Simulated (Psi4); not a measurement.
# One shape, several levels: CH5BN− (SMILES [BH3-]N=C)

We compute a comparison of 4 runs (HF/STO-3G, HF/3-21G, B3LYP/6-31G*) of CH5BN−. 

Program for the calculation: Psi4 1.11.

1 further run of the same task is left out (set aside as unsound or not needed).

## Step 1: Starting point

CH5BN−: 8 atoms, total charge -1, spin state singlet. SMILES: `[BH3-]N=C`. The B1–H6 distance was set to 1.411 Å, away from the relaxed value.

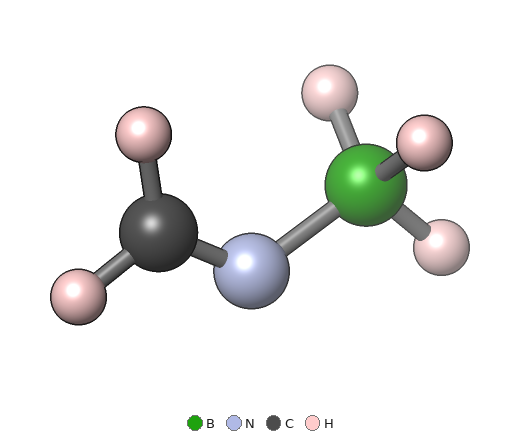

Viewed from a chosen angle; boron green, nitrogen light blue, carbon dark grey, hydrogen pink.

## Step 2: A single-point energy at HF/STO-3G (run 1)

File job.in:

```
memory 1600 mb

molecule system {
  -1 1
  B      0.250475     1.052881     0.154907
  N      0.761665    -0.323119    -0.332363
  C      0.006725    -1.272969    -0.572693
  H     -0.538585     1.516091    -0.663133
  H      1.211965     1.797591     0.278187
  H     -0.400090     0.897810     1.397340
  H     -1.107485    -1.282339    -0.480183
  H      0.409455    -2.244319    -0.916733
  units angstrom
  symmetry c1
}

set {
  puream true
  e_convergence 1e-09
  d_convergence 1e-08
  scf_type pk
}

result, w = energy("hf/STO-3G", return_wfn=True)
oeprop(w, "WIBERG_LOWDIN_INDICES", "QUADRUPOLE", "LOWDIN_CHARGES", title="HF")
```

Command:

```console
psi4 job.in job.out -n 1
```

job.out:

```text
[...]
  Running in c1 symmetry.
[...]
  Nuclear repulsion =   63.480371492855106
[...]
  Multiplicity = 1
[...]
  Nalpha       = 12
  Nbeta        = 12
[...]
    Number of basis functions: 20
[...]
   @RHF iter   1:  -118.17827634727064   -2.51112e+00   1.59258e-02 DIIS/ADIIS
[...]
   @RHF iter  11:  -118.25701723033825   -3.55271e-12   4.84011e-09 DIIS
[...]
    Orbital Energies [Eh]
    ---------------------
    Doubly Occupied:
       1A    -15.039562     2A    -10.807524     3A     -7.052715
       4A     -0.887393     5A     -0.536415     6A     -0.395859
       7A     -0.332298     8A     -0.226179     9A     -0.176223
      10A     -0.128853    11A     -0.075093    12A     -0.042294
[...]
  @RHF Final Energy:  -118.25701723033825
   => Energetics <=
    Nuclear Repulsion Energy =             63.4803714928551059
    One-Electron Energy =                -292.0739596631758559
    Two-Electron Energy =                 110.3365709399824937
    Total Energy =                       -118.2570172303382492
[...]
 Multipole Moments:
 ------------------------------------------------------------------------------------
     Multipole            Electronic (a.u.)      Nuclear  (a.u.)        Total (a.u.)
 ------------------------------------------------------------------------------------
 L = 1.  Multiply by 2.5417464519 to convert [e a0] to [Debye]
 Dipole X            :          1.6690070           -1.7993419           -0.1303349
 Dipole Y            :         -1.8282739            0.3059107           -1.5223632
 Dipole Z            :         -1.0076378            0.3984555           -0.6091824
 Magnitude           :                                                    1.6448952
 L = 2.  Multiply by 1.3450342976 to convert [e a0^2] to [Debye ang]
 Quadrupole XX       :        -38.8855439           21.6277426          -17.2578012
 Quadrupole XY       :         -7.1625184            7.5231618            0.3606435
[...]
```

It took 2.1 s on 1 thread of Intel Xeon Platinum 8488C (Sapphire Rapids), shared host; peak memory 0.18 GiB.

## Step 3: Energy and gradient at HF/3-21G (run 2)

File ch5bn.inp:

```
memory 1600 MB

molecule m {
  -1 1
  B      0.250475     1.052881     0.154907
  N      0.761665    -0.323119    -0.332363
  C      0.006725    -1.272969    -0.572693
  H     -0.538585     1.516091    -0.663133
  H      1.211965     1.797591     0.278187
  H     -0.400090     0.897810     1.397340
  H     -1.107485    -1.282339    -0.480183
  H      0.409455    -2.244319    -0.916733
  units angstrom
  symmetry c1
}

set {
  basis 3-21G
  puream true
  e_convergence 1e-09
  d_convergence 1e-08
  scf_type pk
}

e_tot, wfn = gradient("scf", return_wfn=True)
oeprop(wfn, "MULLIKEN_CHARGES", "DIPOLE", "QUADRUPOLE", title="SCF")
print_variables()
```

Command:

```console
psi4 -n 1 ch5bn.inp ch5bn.out
```

ch5bn.out, shortened:

```text
[...]
  Running in c1 symmetry.
[...]
  Nuclear repulsion =   63.480371492855106
[...]
  Multiplicity = 1
[...]
  Nalpha       = 12
  Nbeta        = 12
[...]
    Number of basis functions: 37
[...]
   @RHF iter   1:  -119.08498921900529   -9.93394e-01   1.06847e-02 ADIIS/DIIS
[...]
   @RHF iter  12:  -119.18562758368174   -1.98241e-11   7.21701e-09 DIIS
[...]
  @RHF Final Energy:  -119.18562758368174
   => Energetics <=
    Nuclear Repulsion Energy =             63.4803714928551059
    One-Electron Energy =                -291.0760801819788526
    Two-Electron Energy =                 108.4100811054420035
    Total Energy =                       -119.1856275836817360
[...]
  -Total Gradient:
     Atom            X                  Y                   Z
    ------   -----------------  -----------------  -----------------
       1        0.013258115030    -0.009151594985    -0.034791256170
       2       -0.006987993922     0.000793163791    -0.001780862773
       3        0.016596653613     0.031001054021     0.008663828377
       4        0.003997671640    -0.002054122005    -0.001389157296
       5        0.001650513251    -0.005132704464    -0.004485045619
       6       -0.017920752480    -0.006147049385     0.035764977360
       7       -0.016126074969    -0.002794063008    -0.000086694109
       8        0.005531867836    -0.006514683967    -0.001895789769
[...]
 Multipole Moments:
 ------------------------------------------------------------------------------------
     Multipole            Electronic (a.u.)      Nuclear  (a.u.)        Total (a.u.)
 ------------------------------------------------------------------------------------
 L = 1.  Multiply by 2.5417464519 to convert [e a0] to [Debye]
 Dipole X            :          1.5842875           -1.7993419           -0.2150544
 Dipole Y            :         -1.9762430            0.3059107           -1.6703323
 Dipole Z            :         -1.1046561            0.3984555           -0.7062006
 Magnitude           :                                                    1.8261921
 L = 2.  Multiply by 1.3450342976 to convert [e a0^2] to [Debye ang]
 Quadrupole XX       :        -41.8170246           21.6277426          -20.1892820
 Quadrupole XY       :         -6.9370121            7.5231618            0.5861497
[...]
  Mulliken Charges: (a.u.)
   Center  Symbol    Alpha    Beta     Spin     Total
[...]
```

It took 1.8 s on 1 thread of Intel Xeon Platinum 8488C (Sapphire Rapids), shared host; peak memory 0.18 GiB.

Run 3 isn't shown in full; the table further down has it.

## Step 4: Energy and forces at B3LYP/6-31G(d) (Cartesian functions) (run 4)

File ch5bn.xyz:

```xyz
8
CH5BN
B      0.250475     1.052881     0.154907
N      0.761665    -0.323119    -0.332363
C      0.006725    -1.272969    -0.572693
H     -0.538585     1.516091    -0.663133
H      1.211965     1.797591     0.278187
H     -0.400090     0.897810     1.397340
H     -1.107485    -1.282339    -0.480183
H      0.409455    -2.244319    -0.916733
```

File job.py:

```python
import psi4

psi4.set_memory('1600 MB')
psi4.set_num_threads(1)
psi4.core.set_output_file('psi4.out', False)

with open('ch5bn.xyz') as f:
    atoms = ''.join(f.readlines()[2:])
m = psi4.geometry('-1 1\n' + atoms + 'symmetry c1')

psi4.set_options({
    'puream': False,
    'e_convergence': 1e-09,
    'd_convergence': 1e-08,
    'scf_type': 'pk',
    'dft_radial_points': 99,
    'dft_spherical_points': 590,
})

result, w = psi4.gradient('b3lyp/6-31G*', return_wfn=True)
psi4.oeprop(w, 'WIBERG_LOWDIN_INDICES', 'DIPOLE', 'MAYER_INDICES')
print('gradient / Eh bohr^-1')
print(result.np.round(6))
print(f'energy = {w.energy():.10f} Eh')
```

Command:

```console
python job.py
```

psi4.out:

```text
[...]
  Running in c1 symmetry.
[...]
  Nuclear repulsion =   63.480371492855106
[...]
  Multiplicity = 1
[...]
  Nalpha       = 12
  Nbeta        = 12
[...]
    Number of basis functions: 55
[...]
   @RKS iter   1:  -120.36244091892260   -3.94223e-01   1.38567e-02 DIIS/ADIIS
[...]
   @RKS iter  11:  -120.70236937455758   -4.54747e-12   8.37566e-09 DIIS
[...]
    Orbital Energies [Eh]
    ---------------------
    Doubly Occupied:
       1A    -14.088675     2A    -10.011870     3A     -6.478406
       4A     -0.668691     5A     -0.394715     6A     -0.285716
       7A     -0.231701     8A     -0.153653     9A     -0.133184
      10A     -0.070253    11A     -0.037836    12A     -0.002349
[...]
  @RKS Final Energy:  -120.70236937455758
   => Energetics <=
    Nuclear Repulsion Energy =             63.4803714928551059
    One-Electron Energy =                -292.5057908311407573
    Two-Electron Energy =                 123.2568978017955885
    DFT Exchange-Correlation Energy =     -14.9338478380675248
    Empirical Dispersion Energy =           0.0000000000000000
    VV10 Nonlocal Energy =                  0.0000000000000000
    Total Energy =                       -120.7023693745575770
[...]
  -Total Gradient:
     Atom            X                  Y                   Z
    ------   -----------------  -----------------  -----------------
       1        0.013236712671     0.005179989221    -0.029805068303
       2       -0.016642800810    -0.020453173465    -0.007499934684
       3        0.017662489831     0.025193078276     0.006744634491
       4        0.003797483253    -0.001955358185     0.000005398290
       5       -0.000413699538    -0.005444200730    -0.004041813807
       6       -0.017388596960    -0.005369469284     0.033591062298
       7       -0.000092470750    -0.002008713542    -0.001178173639
       8       -0.000158021001     0.004855207736     0.002185692246
[...]
 Multipole Moments:
 ------------------------------------------------------------------------------------
     Multipole            Electronic (a.u.)      Nuclear  (a.u.)        Total (a.u.)
 ------------------------------------------------------------------------------------
 L = 1.  Multiply by 2.5417464519 to convert [e a0] to [Debye]
 Dipole X            :          1.7011683           -1.7993419           -0.0981736
 Dipole Y            :         -1.8910815            0.3059107           -1.5851708
 Dipole Z            :         -1.0776108            0.3984555           -0.6791553
 Magnitude           :                                                    1.7273264
[...]
```

The script printed:

```text
gradient / Eh bohr^-1
[[ 1.3237e-02  5.1800e-03 -2.9805e-02]
 [-1.6643e-02 -2.0453e-02 -7.5000e-03]
 [ 1.7662e-02  2.5193e-02  6.7450e-03]
 [ 3.7970e-03 -1.9550e-03  5.0000e-06]
 [-4.1400e-04 -5.4440e-03 -4.0420e-03]
 [-1.7389e-02 -5.3690e-03  3.3591e-02]
 [-9.2000e-05 -2.0090e-03 -1.1780e-03]
 [-1.5800e-04  4.8550e-03  2.1860e-03]]
energy = -120.7023693746 Eh
```

It took 17 s on 1 thread of Intel Xeon Platinum 8488C (Sapphire Rapids), shared host; peak memory 0.92 GiB.

## Step 5: Overview of the runs

```csv
run,level,task,integration grid,energy (Eh),HOMO energy (eV),LUMO energy (eV),HOMO–LUMO gap (eV),wall time
1,HF/STO-3G,energy,–,-118.257017,-1.15,15.32,16.47,2.1 s
2,HF/3-21G,gradient,–,-119.185628,-3.72,10.31,14.03,1.8 s
3,B3LYP/6-31G* (spherical functions),energy,99 radial × 590 angular,-120.699656,-0.06,5.69,5.75,13 s
4,B3LYP/6-31G* (Cartesian functions),gradient,99 radial × 590 angular,-120.702369,-0.06,5.69,5.75,17 s
```

## Step 6: Outcome

| quantity | value |
| --- | --- |
| run 4: total energy | -120.70237 Eh |
| run 4: HOMO energy | -0.06 eV |
| run 4: LUMO energy | 5.69 eV |
| run 4: HOMO–LUMO gap (to an unbound level, set by the basis) | 5.75 eV |
| run 4: largest force on an atom | 1.965 eV/Å |

**Reading.** The HOMO–LUMO gap runs from 5.75 eV (B3LYP/6-31G*) to 16.47 eV (HF/STO-3G). The two ends differ in method and basis. The empty levels of an anion lie above zero and hang on the basis. In run 1 the basis is minimal, so the values are rough. All runs together took 33 s, the longest 17 s.
